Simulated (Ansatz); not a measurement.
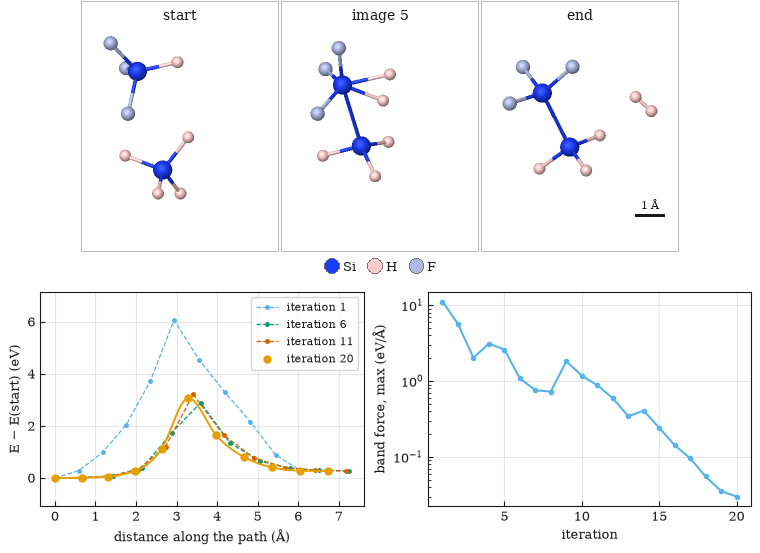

A nudged-elastic-band calculation for Si2H5F3, made up at the start of SiHF3 and SiH₄. Images are numbered from 0 (start) to 10 (end). The plot follows the band through its iterations. The picture is a ball-and-stick view, seen from a free direction.

Level of theory: Ansatz 0.2.0, RKS PBE0-D4/def2-SVP. Set-up: 9 movable images; climbing image; force threshold 0.03 eV/Å; iteration limit 58; starting path through a guess of the saddle point.

**How did the profile develop, and is the result final?**

The run is converged, with reservations. The band converged in 20 iterations. The largest component of the band force went from 11 to 0.03 eV/Å. The climbing image converged on the top of the path. Its vibrational analysis gives 2 imaginary modes over 30i cm⁻¹, so it isn't confirmed as a transition state. The first iteration put the highest image at 6.06 eV. Forward barrier 3.07 eV, backward barrier 2.80 eV, with image 5 at the top; the reaction energy is +0.27 eV.

Limits of the set-up: the start holds two separate molecules, 3.0 Å apart at their closest, whose relative position is a soft coordinate.

The run took 7.8 min on 2 threads of Arm Neoverse V1, on a shared host, peak memory 0.26 GiB.
